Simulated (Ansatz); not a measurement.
# C2H9ClOSi: the cost of one run

All numbers below are computed with Ansatz 0.2.0 (UKS revPBE-D4/STO-3G).

**1. The starting structure**

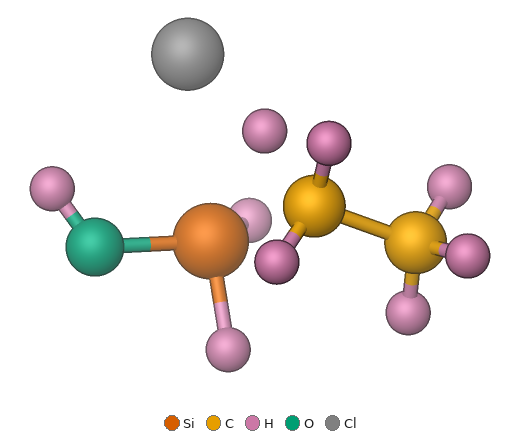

Start, viewed from a chosen angle; silicon orange, carbon amber, hydrogen pink, oxygen teal, chlorine grey.

As a file:

```xyz
14

Si   -0.9848    0.4260    0.6711
C     0.5909   -0.6632   -0.3679
C     0.7852    0.1303   -1.6491
H    -1.9374    0.0751   -0.3937
H    -0.8710    1.8715    0.6090
O    -1.7362   -0.4739    1.7740
H     0.8177   -0.0156    0.8416
Cl    0.7828    0.8082    2.3916
H    -0.0846   -1.5043   -0.4991
H     1.5526   -1.1401   -0.1255
H     1.4242    0.9943   -1.4752
H     1.2559   -0.4881   -2.4141
H    -0.1622    0.4882   -2.0433
H    -1.4330   -0.5085    2.6806
```

**2. Run 1**

150 steps of 0.5 fs at constant energy, with velocities drawn for 600 K.

The input, input.yaml:

```yaml
crystal:
  periodic: [false, false, false]
  atoms:
    - { symbol: Si, position_ang: [-0.9848, 0.426, 0.6711] }
    - { symbol: C, position_ang: [0.5909, -0.6632, -0.3679] }
    - { symbol: C, position_ang: [0.7852, 0.1303, -1.6491] }
    - { symbol: H, position_ang: [-1.9374, 0.0751, -0.3937] }
    - { symbol: H, position_ang: [-0.871, 1.8715, 0.609] }
    - { symbol: O, position_ang: [-1.7362, -0.4739, 1.774] }
    - { symbol: H, position_ang: [0.8177, -0.0156, 0.8416] }
    - { symbol: Cl, position_ang: [0.7828, 0.8082, 2.3916] }
    - { symbol: H, position_ang: [-0.0846, -1.5043, -0.4991] }
    - { symbol: H, position_ang: [1.5526, -1.1401, -0.1255] }
    - { symbol: H, position_ang: [1.4242, 0.9943, -1.4752] }
    - { symbol: H, position_ang: [1.2559, -0.4881, -2.4141] }
    - { symbol: H, position_ang: [-0.1622, 0.4882, -2.0433] }
    - { symbol: H, position_ang: [-1.433, -0.5085, 2.6806] }
magnetization:
  spin_polarized: true
basis:
  gaussian: { orbitals: STO-3G }
hamiltonian:
  xc: revpbe
  dispersion: d4
md:
  timestep: 0.5
  n_steps: 150
  ensemble: nve
  temperature: 600.0
  initial_velocities: maxwell_boltzmann
  seed: 646788
```

Command:

```sh
ansatz run input.yaml --threads 1 --pin off --max-ram 2048MiB --backend cpu --events-out ev --progress --plain --runs-dir out
```

Q: Estimate wall time and peak memory on 1 thread of Intel Xeon 6975P-C (Granite Rapids), shared host.

About 5.6 min, with a peak of 0.14 GiB.
